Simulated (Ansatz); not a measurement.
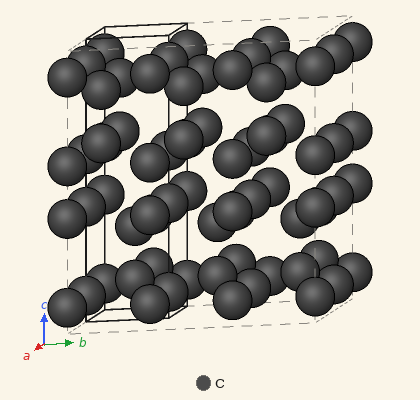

C, space group P6_3/mmc (No. 194), a = 2.518 Å, b = 2.518 Å, c = 8.304 Å, α = 90.00°, β = 90.00°, γ = 120.00°. Origin: coordinates from a relaxation with DFT, PBE, plane waves, PAW (Ansatz); the starting structure was generated, so it need not be a known form of this composition. Forms under 0.4 % of the area are left out.

Q: What shape follows from the Bravais–Friedel–Donnay–Harker rule?

A: The forms computed, by share of the surface:

```tsv
form	faces	d (Å)	share of area (%)
{002}	2	4.152	45.2
{100}	6	2.181	27.4
{101}	12	2.109	27.4
```

Widths along a, b and c stand as 1.00 : 1.00 : 0.45.

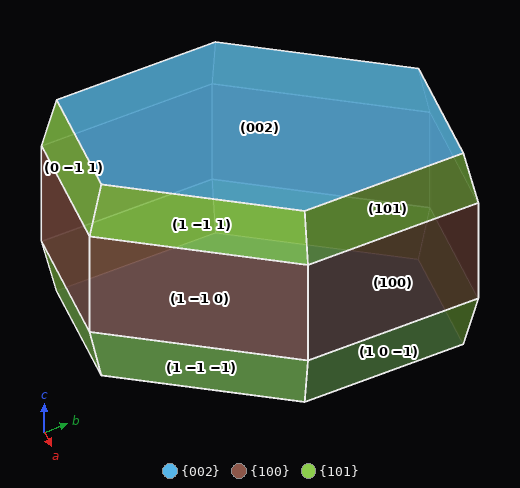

The computed shape, faces indexed. The rule is geometric and ignores bonding and growth conditions.
